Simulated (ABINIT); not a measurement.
## Beyond one shot: ZrSe3 (P2_1/m)

How far does self-consistency move the gap of ZrSe3 (P2_1/m)?

Main program and level: ABINIT 10.8.3; PBEsol and many-body steps on it, plane waves.

### 1. Set-up

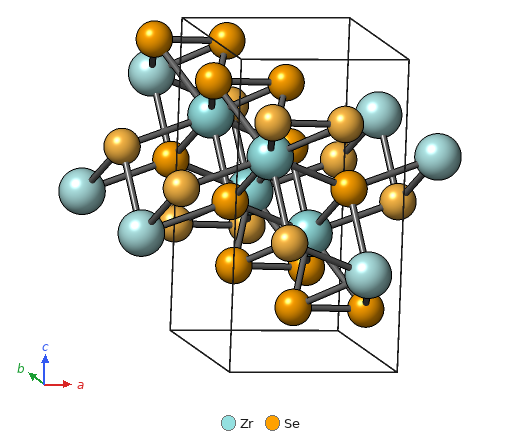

Start, viewed slightly off an axis; zirconium light teal, selenium orange. 1×2×1 cells are drawn. Some periodic images of atoms are drawn too.

The cell and positions come from the Crystallography Open Database and are kept as given unless a step says otherwise.

### 2. Empty states on the mesh, 2×4×1 mesh, 205 bands

This step: ABINIT 10.8.3; DFT, PBEsol, plane waves, norm-conserving pseudopotentials.

The sums over transitions need many empty states on a uniform mesh; this step solves for them.

run.abi reads:

```
acell 3*1.0 Angstrom
rprim 
  5.410900000000 -0.000000000000 -0.000000000000
  -0.000000000000 3.748800000000 0.000000000000
  -1.229420909100 0.000000000000 9.363634990100
ntypat 2
znucl 40 34
natom 8
typat 1 1 2 2 2 2 2 2
xred 
  0.285000000000 0.250000000000 0.656000000000
  0.715000000000 0.750000000000 0.344000000000
  0.762000000000 0.250000000000 0.554000000000
  0.238000000000 0.750000000000 0.446000000000
  0.456000000000 0.250000000000 0.174000000000
  0.544000000000 0.750000000000 0.826000000000
  0.888000000000 0.250000000000 0.169000000000
  0.112000000000 0.750000000000 0.831000000000
pp_dirpath "pseudos"
pseudos "Zr.upf, Se.upf"
ecut 48
ngkpt 2 4 1
nshiftk 1
shiftk 0 0 0
kptopt 1
chksymbreak 0
iscf -2
irdden 1
istwfk *1
nband 205
nbdbuf 18
tolwfr 1e-09
nstep 60
prtvol 0
indata_prefix "in"
outdata_prefix "out"
tmpdata_prefix "tmp"
```

Started as:

```sh
OMP_NUM_THREADS=1 mpirun -n 4 abinit run.abi > log
```

Numbers of over 12 decimals in the logs are rounded to 6 here.

What it wrote:

```text
.Version 10.8.3 of ABINIT. v10.8.2 released Aug 2026.

 Symmetries : space group P2_1/m (# 11); Bravais mP (primitive monocl.)
[... echo of the input left out ...]
== DATASET  1 ==================================================================
-   mpi_nproc: 4, omp_nthreads: 1 (-1 if OMP is not activated)

--- !DatasetInfo
iteration_state: {dtset: 1, }
dimensions: {natom: 8, nkpt: 6, mband: 205, nsppol: 1, nspinor: 1, nspden: 1, mpw: 20400, }
cutoff_energies: {ecut:  48.0, pawecutdg:  -1.0, }
[...]
1.40970    1.41324    1.42684    1.42996    1.43920    1.43979    1.45022    1.45119
   1.45370    1.46599    1.46736    1.46912    1.48440    1.50497    1.51639    1.51838
   1.52190    1.54139    1.54583    1.54742    1.55571
 prteigrs : prtvol=0 or 1, do not print more k-points.

== END DATASET(S) ==============================================================
================================================================================

 -outvars: echo values of variables after computation  --------
            nband         205
             nkpt           6
          spgroup          11
 [... the other variables as echoed above ...]

 Calculation completed.
```

The job ended after 5.6 min (4 MPI ranks of Arm Neoverse V2, shared host; peak memory 0.83 GiB; 22 min of CPU time).

Numbers from this step:

```
gap                                                           : 0.3157 eV
k of the valence top                                          : 0, 0, 0
k of the conduction bottom                                    : 0.5, 0, 0
least direct gap                                              : 0.6242 eV
k points computed                                             : 6
lowest point of the top converged band, above the valence top : 30.72 eV
```

On this mesh the gap is 0.316 eV.

The density comes from a self-consistent run that is not shown.

### 3. Screening, 2×4×1 mesh, 187 bands, screening to 89.8 eV

The RPA dielectric matrix is built and inverted for each q.

This step: RPA screening on PBEsol, plane waves, norm-conserving pseudopotentials.

Edit run.abi of step 2 so:

```diff
@@ -26,10 +26,11 @@
 chksymbreak 0
-iscf -2
-irdden 1
 istwfk *1
-nband 205
-nbdbuf 18
-tolwfr 1e-09
-nstep 60
-prtvol 0
+occopt 1
+irdwfk 1
+optdriver 3
+nband 187
+ecuteps 3.3
+inclvkb 2
+awtr 1
+symchi 1
 indata_prefix "in"
```

What it wrote:

```text
.Version 10.8.3 of ABINIT. v10.8.2 released Aug 2026.

 Symmetries : space group P2_1/m (# 11); Bravais mP (primitive monocl.)
[... echo of the input left out ...]
== DATASET  1 ==================================================================
-   mpi_nproc: 4, omp_nthreads: 1 (-1 if OMP is not activated)

--- !DatasetInfo
iteration_state: {dtset: 1, }
dimensions: {natom: 8, nkpt: 6, mband: 187, nsppol: 1, nspinor: 1, nspden: 1, mpw: 20400, }
cutoff_energies: {ecut:  48.0, pawecutdg:  -1.0, }
electrons: {nelect:   1.68000000E+02, charge:   0.00000000E+00, occopt:   1.00000000E+00, tsmear:   1.00000000E-02, }

 SCREENING: Calculation of the susceptibility and dielectric matrices

 Based on a program developped by R.W. Godby, V. Olevano, G. Onida, and L. Reining.
 Incorporated in ABINIT by V. Olevano, G.-M. Rignanese, and M. Torrent.
.Using double precision arithmetic ; gwpc =  8

[... cell and pseudopotentials left out ...]
--------------------------------------------------------------------------------

 ==== K-mesh for the wavefunctions ====
 Number of points in the irreducible wedge :     6
[... list of points left out ...]
 Together with  4 symmetry operations and time-reversal symmetry
 yields     8 points in the full Brillouin Zone.

 ==== Q-mesh for the screening function ====
 Number of points in the irreducible wedge :     6
[... list of points left out ...]
 Together with  4 symmetry operations and time-reversal symmetry
 yields     8 points in the full Brillouin Zone.

 setmesh: FFT mesh size selected  =    45x   30x   72
          total number of points  =        97200

 vcoul_init : cutoff-mode = AUXILIARY_FUNCTION
 q-points for optical limit:   1
     1)      0.000010    0.000020    0.000030

- screening: taking advantage of time-reversal symmetry
- Maximum band index for partially occupied states nbvw = 84
- Remaining bands to be divided among processors   nbcw = 103
- Number of bands treated by each node ~25

 Number of electrons calculated from density =  168.0000; Expected =  168.0000
 average of density, n =  0.131071
 r_s =    1.2212
 omega_plasma =   34.9228 [eV]

 calculating chi0 at frequencies [eV] :
  1    0.000000E+00    0.000000E+00
  2    0.000000E+00    3.492278E+01

--------------------------------------------------------------------------------
  q-point number  1        q = ( 0.000000, 0.000000, 0.000000) [r.l.u.]
--------------------------------------------------------------------------------
[... chi0 elements left out ...]
 For q-point:  0.000010 0.000020 0.000030
  dielectric constant =  16.4049
  dielectric constant without local fields =  19.0174

  Average fulfillment of the sum rule on Im[epsilon] for q-point    1 :     28.26  [%]
[... wings left out ...]
  q-point number  2        q = ( 0.500000, 0.000000, 0.000000) [r.l.u.]
--------------------------------------------------------------------------------
[... chi0 elements left out ...]
  Average fulfillment of the sum rule on Im[epsilon] for q-point    2 :     30.06  [%]

 [... 4 further q-points ...]
```

Elapsed: 6.6 min, on 4 MPI ranks; peak memory 5.7 GiB.

This step gave:

```
ε∞ with local fields, on this mesh, along the program's q direction : 16.40
the same without local fields                                       : 19.02
plasma frequency                                                    : 34.92 eV
plane waves in the screening matrix                                 : 357
```

Local fields lower ε∞ by 14 %. On a Γ-centred mesh this coarse the value itself is usually too large, while a short band sum pulls it down.

### 4. G0W0

The self-energy is evaluated for the states that the input lists, and the levels follow from it, in one-shot runs by the linearised quasiparticle equation.

This step: G0W0 on PBEsol, plane waves, norm-conserving pseudopotentials.

Edit run.abi of step 3 so:

```diff
@@ -29,8 +29,17 @@
 irdwfk 1
-optdriver 3
+optdriver 4
 nband 187
+gwcalctyp 0
+ecutsigx 48
+symsigma 1
+nkptgw 2
+kptgw 
+  0.0000000000 0.0000000000 0.0000000000
+  0.5000000000 0.0000000000 0.0000000000
+bdgw 
+  83 86
+  83 86
 ecuteps 3.3
-inclvkb 2
-awtr 1
-symchi 1
+irdscr 1
+ppmodel 1
 indata_prefix "in"
```

What it wrote:

```text
.Version 10.8.3 of ABINIT. v10.8.2 released Aug 2026.

 Symmetries : space group P2_1/m (# 11); Bravais mP (primitive monocl.)
[... echo of the input left out ...]
== DATASET  1 ==================================================================
-   mpi_nproc: 4, omp_nthreads: 1 (-1 if OMP is not activated)

--- !DatasetInfo
iteration_state: {dtset: 1, }
dimensions: {natom: 8, nkpt: 6, mband: 187, nsppol: 1, nspinor: 1, nspden: 1, mpw: 20400, }
cutoff_energies: {ecut:  48.0, pawecutdg:  -1.0, }
electrons: {nelect:   1.68000000E+02, charge:   0.00000000E+00, occopt:   1.00000000E+00, tsmear:   1.00000000E-02, }

 SIGMA: Calculation of the GW corrections

 Based on a program developped by R.W. Godby, V. Olevano, G. Onida, and L. Reining.
 Incorporated in ABINIT by V. Olevano, G.-M. Rignanese, and M. Torrent.
.Using double precision arithmetic ; gwpc =  8

[... cell and pseudopotentials left out ...]
--------------------------------------------------------------------------------

 ==== K-mesh for the wavefunctions ====
 Number of points in the irreducible wedge :     6
[... list of points left out ...]
 Together with  4 symmetry operations and time-reversal symmetry
 yields     8 points in the full Brillouin Zone.

 ==== Q-mesh for screening function ====
 Number of points in the irreducible wedge :     6
[... list of points left out ...]
 Together with  4 symmetry operations and time-reversal symmetry
 yields     8 points in the full Brillouin Zone.

 vcoul_init : cutoff-mode = AUXILIARY_FUNCTION
 q-points for optical limit:   1
     1)      0.000010    0.000020    0.000030
 setmesh: FFT mesh size selected  =    72x   48x  120
          total number of points  =       414720

 Number of electrons calculated from density =  168.0000; Expected =  168.0000
 average of density, n =  0.131071
 r_s =    1.2212
 omega_plasma =   34.9228 [eV]

 === KS Band Gaps ===
  >>>> For spin  1
   Minimum direct gap =   0.6243 [eV], located at k-point      :   0.5000  0.0000  0.0000
   Fundamental gap    =   0.3158 [eV], Top of valence bands at :   0.0000  0.0000  0.0000
                                       Bottom of conduction at :   0.5000  0.0000  0.0000
 SIGMA fundamental parameters:
 PLASMON POLE MODEL  1
 number of plane-waves for SigmaX                20343
 number of plane-waves for SigmaC and W            357
 number of plane-waves for wavefunctions         20343
 number of bands                                   187
 number of independent spin polarizations            1
 number of spinorial components                      1
 number of k-points in IBZ                           6
 number of q-points in IBZ                           6
 number of symmetry operations                       4
 number of k-points in BZ                            8
 number of q-points in BZ                            8
 number of frequencies for dSigma/dE                 9
 frequency step for dSigma/dE [eV]                0.25
 number of omega for Sigma on real axis              0
 max omega for Sigma on real axis  [eV]           0.00
 zcut for avoiding poles [eV]                     0.10

 EPSILON^-1 parameters (SCR file):
 dimension of the eps^-1 matrix on file            357
 dimension of the eps^-1 matrix used               357
 number of plane-waves for wavefunctions         20343
 number of bands                                   187
 number of q-points in IBZ                           6
 number of frequencies                               2
 number of real frequencies                          1
 number of imag frequencies                          1

 matrix elements of self-energy operator (all in [eV])

 Perturbative Calculation

--- !SelfEnergy_ee
iteration_state: {dtset: 1, }
kpoint     : [   0.000,    0.000,    0.000, ]
spin       : 1
KS_gap     :    0.645
QP_gap     :    1.141
Delta_QP_KS:    0.496
data: !SigmaeeData |
     Band     E0 <VxcDFT>   SigX SigC(E0)      Z dSigC/dE  Sig(E)    E-E0       E
       83   6.381 -14.785 -16.238   1.981   0.796  -0.256 -14.364   0.420   6.802
       84   6.498 -15.013 -16.873   2.365   0.797  -0.255 -14.611   0.402   6.900
       85   7.143 -13.066  -8.340  -3.602   0.799  -0.251 -12.168   0.898   8.041
       86   7.524 -13.526  -8.092  -4.134   0.795  -0.258 -12.493   1.033   8.557

--- !SelfEnergy_ee
iteration_state: {dtset: 1, }
kpoint     : [   0.500,    0.000,    0.000, ]
spin       : 1
KS_gap     :    0.624
QP_gap     :    1.186
Delta_QP_KS:    0.562
data: !SigmaeeData |
     Band     E0 <VxcDFT>   SigX SigC(E0)      Z dSigC/dE  Sig(E)    E-E0       E
       83   6.118 -14.716 -16.651   2.341   0.796  -0.256 -14.393   0.323   6.442
       84   6.190 -14.775 -16.627   2.275   0.796  -0.256 -14.438   0.337   6.527
       85   6.814 -13.770  -9.977  -2.662   0.795  -0.258 -12.871   0.899   7.713
       86   7.154 -14.048 -10.040  -2.777   0.794  -0.259 -13.070   0.978   8.133

== END DATASET(S) ==============================================================
================================================================================

 -outvars: echo values of variables after computation  --------
           etotal      0.0000000000E+00
            nband         187
             nkpt           6
          spgroup          11
 [... the other variables as echoed above ...]

 Calculation completed.
```

Wall time 23 s (4 MPI ranks); peak memory 4.5 GiB; 93 s of CPU time.

Numbers from this step:

```
G0W0 gap on the points computed              : 0.8130 eV
starting gap on the mesh                     : 0.3157 eV
k of the valence top                         : 0, 0, 0
k of the conduction bottom                   : 0.5, 0, 0
Z at the valence top                         : 0.797
Z at the conduction bottom                   : 0.795
least direct G0W0 gap on the computed points : 1.141 eV
```

The gap on the mesh goes from 0.32 eV to 0.81 eV, a correction of +0.50 eV.

### 5. evGW0, cycle 1

This step: evGW0 on PBEsol, plane waves, norm-conserving pseudopotentials.

Edit run.abi of step 4 so:

```diff
@@ -31,6 +31,6 @@
 nband 187
-gwcalctyp 0
+gwcalctyp 10
 ecutsigx 48
 symsigma 1
-nkptgw 2
+nkptgw 6
 kptgw 
@@ -38,5 +38,13 @@
   0.5000000000 0.0000000000 0.0000000000
+  0.0000000000 0.2500000000 0.0000000000
+  0.5000000000 0.2500000000 0.0000000000
+  0.0000000000 0.5000000000 0.0000000000
+  0.5000000000 0.5000000000 0.0000000000
 bdgw 
-  83 86
-  83 86
+  69 92
+  69 92
+  69 92
+  69 92
+  69 92
+  69 92
 ecuteps 3.3
```

What it wrote:

```text
.Version 10.8.3 of ABINIT. v10.8.2 released Aug 2026.

 Symmetries : space group P2_1/m (# 11); Bravais mP (primitive monocl.)
[... echo of the input left out ...]
== DATASET  1 ==================================================================
-   mpi_nproc: 4, omp_nthreads: 1 (-1 if OMP is not activated)

--- !DatasetInfo
iteration_state: {dtset: 1, }
dimensions: {natom: 8, nkpt: 6, mband: 187, nsppol: 1, nspinor: 1, nspden: 1, mpw: 20400, }
cutoff_energies: {ecut:  48.0, pawecutdg:  -1.0, }
electrons: {nelect:   1.68000000E+02, charge:   0.00000000E+00, occopt:   1.00000000E+00, tsmear:   1.00000000E-02, }

 SIGMA: Calculation of the GW corrections

 Based on a program developped by R.W. Godby, V. Olevano, G. Onida, and L. Reining.
 Incorporated in ABINIT by V. Olevano, G.-M. Rignanese, and M. Torrent.
.Using double precision arithmetic ; gwpc =  8

[... cell and pseudopotentials left out ...]
--------------------------------------------------------------------------------

 ==== K-mesh for the wavefunctions ====
 Number of points in the irreducible wedge :     6
[... list of points left out ...]
 Together with  4 symmetry operations and time-reversal symmetry
 yields     8 points in the full Brillouin Zone.

 ==== Q-mesh for screening function ====
 Number of points in the irreducible wedge :     6
[... list of points left out ...]
 Together with  4 symmetry operations and time-reversal symmetry
 yields     8 points in the full Brillouin Zone.

 vcoul_init : cutoff-mode = AUXILIARY_FUNCTION
 q-points for optical limit:   1
     1)      0.000010    0.000020    0.000030
 setmesh: FFT mesh size selected  =    72x   48x  120
          total number of points  =       414720

 Number of electrons calculated from density =  168.0000; Expected =  168.0000
[...]
KS_gap     :    3.566
QP_gap     :    4.459
Delta_QP_KS:    0.893
data: !SigmaeeData |
     Band     E_DFT   <VxcDFT>   E(N-1)  <Hhartree>   SigX  SigC[E(N-1)]    Z     dSigC/dE  Sig[E(N)]  DeltaE  E(N)_pert E(N)_diago
[...]
--- !SelfEnergy_ee
iteration_state: {dtset: 1, }
kpoint     : [   0.500,    0.500,    0.000, ]
spin       : 1
KS_gap     :    1.894
QP_gap     :    2.684
Delta_QP_KS:    0.789
data: !SigmaeeData |
     Band     E_DFT   <VxcDFT>   E(N-1)  <Hhartree>   SigX  SigC[E(N-1)]    Z     dSigC/dE  Sig[E(N)]  DeltaE  E(N)_pert E(N)_diago
[...]
91     9.759   -14.260     9.759    24.019    -8.869    -3.985     0.795    -0.257   -13.142     1.118    10.877    11.165
       92     9.759   -14.260     9.759    24.019    -8.869    -3.985     0.795    -0.257   -13.142     1.118    10.877    11.165

 New Fermi energy :        2.746605E-01 Ha ,    7.473894E+00 eV

 === QP Band Gaps ===
  >>>> For spin  1
   Minimum direct gap =   1.2638 [eV], located at k-point      :   0.0000  0.0000  0.0000
   Fundamental gap    =   0.9425 [eV], Top of valence bands at :   0.0000  0.0000  0.0000
                                       Bottom of conduction at :   0.5000  0.0000  0.0000

 writing QP data on file : out_QPS

 Convergence of QP corrections
 >>>>> For spin  1 <<<<<
.  kptgw no:  1; Maximum DeltaE = (   0.000   0.000) for band index: 20
.  kptgw no:  2; Maximum DeltaE = (   0.000   0.000) for band index: 24
.  kptgw no:  3; Maximum DeltaE = (  -0.024   0.001) for band index: 24
.  kptgw no:  4; Maximum DeltaE = (   0.156  -0.001) for band index: 24
.  kptgw no:  5; Maximum DeltaE = (   1.190  -0.000) for band index: 19
.  kptgw no:  6; Maximum DeltaE = (  -0.048  -0.001) for band index: 22

== END DATASET(S) ==============================================================
================================================================================

 -outvars: echo values of variables after computation  --------
           etotal      0.0000000000E+00
            nband         187
             nkpt           6
          spgroup          11
 [... the other variables as echoed above ...]

 Calculation completed.
```

It took 5.9 min on 4 MPI ranks; peak memory 8.1 GiB.

This step gave:

```yaml
quasiparticle_gap_on_the_mesh: 0.9420 eV
gap_of_the_density_functional_on_the_mesh: 0.3157 eV
k_of_the_valence_top: 0, 0, 0
k_of_the_conduction_bottom: 0.5, 0, 0
z_at_the_valence_top: 0.797
z_at_the_conduction_bottom: 0.795
least_direct_quasiparticle_gap_on_the_computed_points: 1.263 eV
```

Against G0W0 in ABINIT (2×4×1 mesh, 187 bands, screening to 89.8 eV, Godby-Needs plasmon pole), the gap moves by +0.129 eV. This first cycle still uses the starting levels; it takes the full correction, at all points of the mesh, and its linearised value is 0.813 eV.

### 6. evGW0, cycle 2

The corrected levels of the last cycle go back in.

Edit run.abi of step 5 so:

```diff
@@ -52,2 +52,3 @@
 ppmodel 1
+irdqps 1
 indata_prefix "in"
```

What it wrote:

```text
.Version 10.8.3 of ABINIT. v10.8.2 released Aug 2026.

 Symmetries : space group P2_1/m (# 11); Bravais mP (primitive monocl.)
[... echo of the input left out ...]
== DATASET  1 ==================================================================
-   mpi_nproc: 4, omp_nthreads: 1 (-1 if OMP is not activated)

--- !DatasetInfo
iteration_state: {dtset: 1, }
dimensions: {natom: 8, nkpt: 6, mband: 187, nsppol: 1, nspinor: 1, nspden: 1, mpw: 20400, }
cutoff_energies: {ecut:  48.0, pawecutdg:  -1.0, }
[...]
.  kptgw no:  4; Maximum DeltaE = (   0.003  -0.001) for band index: 24
.  kptgw no:  5; Maximum DeltaE = (   0.049   0.004) for band index: 24
.  kptgw no:  6; Maximum DeltaE = (   0.028  -0.000) for band index: 23

== END DATASET(S) ==============================================================
================================================================================

 -outvars: echo values of variables after computation  --------
           etotal      0.0000000000E+00
            nband         187
             nkpt           6
          spgroup          11
 [... the other variables as echoed above ...]

 Calculation completed.
```

Wall time 6 min (4 MPI ranks); peak memory 8.1 GiB.

Numbers from this step:

* quasiparticle gap on the mesh: 0.875 eV
* gap of the density functional on the mesh: 0.3157 eV
* k of the valence top: 0, 0, 0
* k of the conduction bottom: 0.5, 0, 0
* least direct quasiparticle gap on the computed points: 1.236 eV

Against the cycle before, the gap moves by −0.067 eV.

(Part 1 of 2 ends here.)

[Paths, hosts, dates, memory and timing lines, banners, echoed tables and standing remarks are left out of the program output.]

[Logs are printed without paths, hosts, clocks, repeated set-up lines and the standing remarks that a program may print on its own settings, such as how far it seeks lower states.]

[Runs of the session that timed out or met a known fault of the program may be left out.]

[Hosts, paths, dates, database ids (printed as entryN), source tags and the programs' standing remarks are cut or masked in the printed files.]

[G0W0 gaps are taken among the corrected bands and points alone; a level outside them can change the order at an edge.]

[Where Ansatz stands beside ABINIT at settings called matched, ABINIT's density can come from a denser mesh and the files from another edition; pairs whose starting gaps differed by over 0.03 eV were left out, so agreement reads better than it is.]
